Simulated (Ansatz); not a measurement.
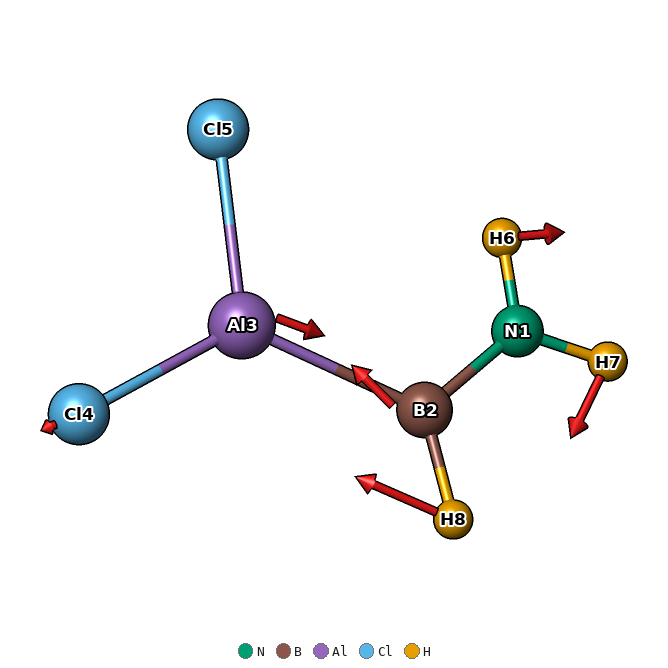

The arrows show one normal mode. Harmonic vibrations computed with RKS PBE0-D4/def2-TZVP (Ansatz 0.2.0) at a stationary point of the same level.

**Estimate its harmonic wavenumber.**

606 cm⁻¹; it is mode 9 of 18 counted from the lowest.
